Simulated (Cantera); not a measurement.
A closed system holds: 1 mol CH₃SiH₃, 37 mol H₂, 0.14 mol CH₄, held at 0.890 bar.

Method: chemical equilibrium by Gibbs-energy minimisation in Cantera with the NASA 1993 tables (ideal gas, pure condensed phases). Candidate condensed phases: C, C₆H₆, C₇H₈, C₈H₁₈, Si, SiC; 87 gas species. The feed counts by its element totals alone. The numbers say what is thermodynamically allowed, not how fast it happens.

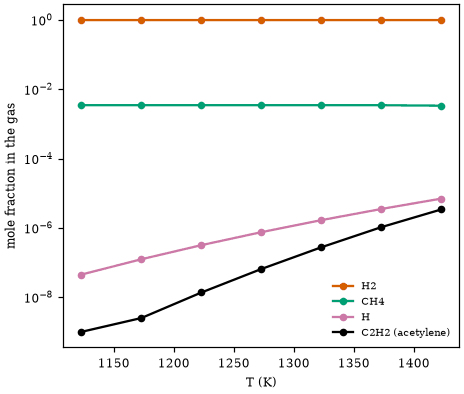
Fig. 1. Equilibrium gas composition (values under 1e-9 drawn at 1e-9)

From 1123 K to 1373 K the condensed part is SiC(s). At 1423 K the condensed part is C(graphite) + SiC(s).
